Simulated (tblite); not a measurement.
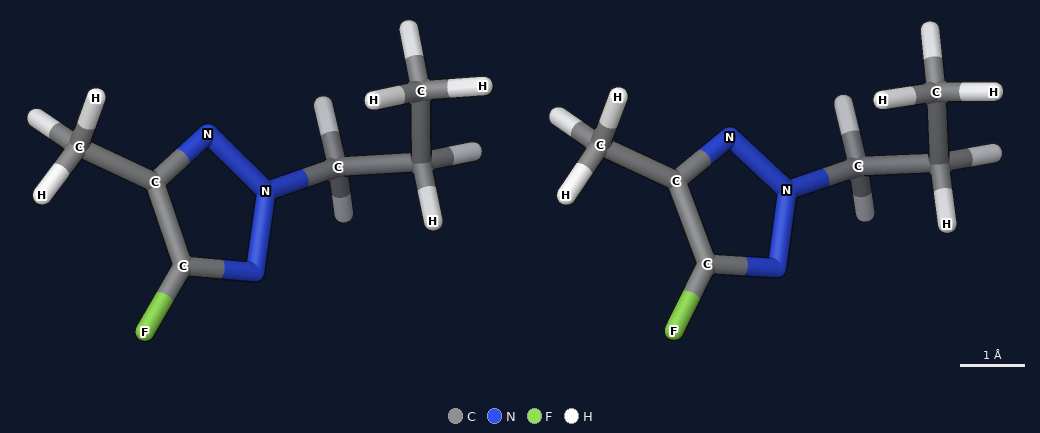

Two geometries of C₆H₁₀FN₃, drawn at one scale. One is the start of a relaxation, the other its converged end. The picture is a stick view, seen at a tilt.

Computed with tblite 0.8.0, GFN2-xTB geometry optimisation, gas phase. 

Which geometry has the lower energy?

The right one is the relaxed one. The largest move after the best rigid fit is that of an H atom, 0.21 Å. By element the largest moves are H 0.21 Å, F 0.15 Å, C 0.08 Å, N 0.07 Å. Near-neighbour distances that change, for instance: N–N 1.354 → 1.309 Å, C–N 1.345 → 1.323 Å, C–C 1.548 → 1.531 Å, C–N 1.448 → 1.434 Å. Among the angles between lasting bonds that change: N–N–C 100.7° → 105.9°, N–C–C 109.6° → 105.8°, N–N–N 118.6° → 115.0°. After 46 geometry steps the energy has fallen by 22.5 kJ/mol.
